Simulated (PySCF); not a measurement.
## Electronic structure of C₅H₈N₂OSi in real space

```yaml
atoms:
  - { symbol: N, position_ang: [-1.9934, -0.7299, 3.1311] }
  - { symbol: C, position_ang: [-1.6716, -0.9059, 2.0468] }
  - { symbol: C, position_ang: [-1.2401, -1.0733, 0.6896] }
  - { symbol: C, position_ang: [-1.5241, 0.1658, -0.1928] }
  - { symbol: Si, position_ang: [0.2389, 0.0498, -0.9227] }
  - { symbol: N, position_ang: [1.0724, 1.6001, -0.7841] }
  - { symbol: C, position_ang: [2.3611, 1.3693, -1.0239] }
  - { symbol: O, position_ang: [2.7118, 0.2294, -1.2478] }
  - { symbol: C, position_ang: [0.3005, -1.1589, 0.5469] }
  - { symbol: H, position_ang: [-1.7165, -1.9629, 0.2720] }
  - { symbol: H, position_ang: [-1.7300, 1.0435, 0.4177] }
  - { symbol: H, position_ang: [-2.3688, 0.0250, -0.8595] }
  - { symbol: H, position_ang: [0.3117, -0.4447, -2.2896] }
  - { symbol: H, position_ang: [0.7163, 2.5215, -0.5946] }
  - { symbol: H, position_ang: [3.0529, 2.2210, -1.0076] }
  - { symbol: H, position_ang: [0.6668, -2.1667, 0.3773] }
  - { symbol: H, position_ang: [0.8051, -0.7711, 1.4312] }
```

Geometry: GFN2-xTB.

The calculation used PySCF, PBE0/pcSseg-1, SCF density, gas phase, non-relativistic.

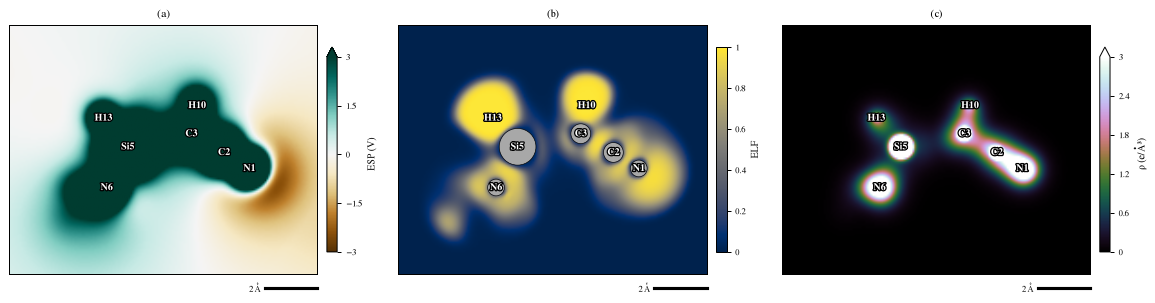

Figure 1. (a) electrostatic potential; (b) ELF; (c) electron density on the plane of atoms C2, C3 and H10. Grey discs cover the atomic cores in the ELF map.

What do the fields say about this system?

Answer. Atoms in the plane: N, C, Si and H.
C–N (1.14 Å): ρ is about 3.6 e/Å³ halfway; the ELF peaks at about 0.85 between the atoms; a short, multiple covalent bond.
C–C (1.43 Å): the density is about 1.9 e/Å³ at the midpoint; the ELF peaks at about 0.95 between the atoms; a covalent bond.
Si–N (1.77 Å): ρ is about 1 e/Å³ halfway; the ELF peaks at about 0.95 between the atoms, as expected for a shared but strongly polarised pair.
The ELF also peaks beside N6 and N1, away from the bonds: lone-pair regions.
Outside the dense part of the molecule the potential is most negative (−2.4 V) near N1.

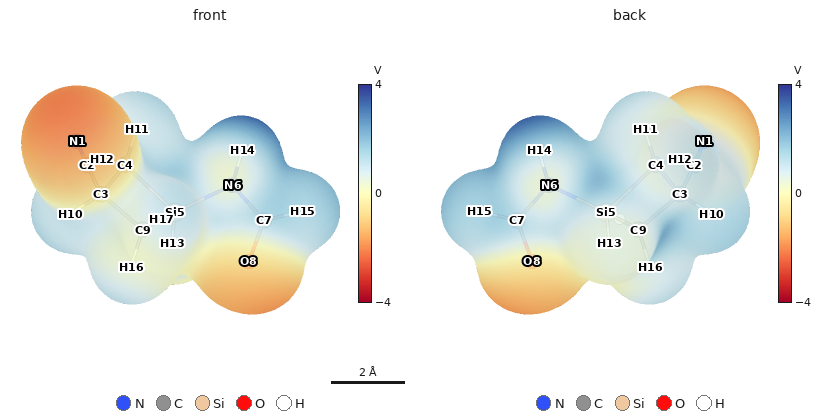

Figure 2. The molecular electrostatic potential painted on the density surface at 0.004 e/bohr³, seen from the front and from behind; the colour scale runs from red (negative) to blue (positive).

Which sites attract a positive test charge, and which a negative one?

Answer. A positive charge is drawn to the negative regions and a negative charge to the positive ones. The most negative region (about −2.2 V) lies over N1, the most positive (about +3.2 V) over H14. N1 is the likeliest acceptor of a hydrogen bond.

What dipole moment does the calculation give?

Answer. Its dipole moment is 4.47 D.
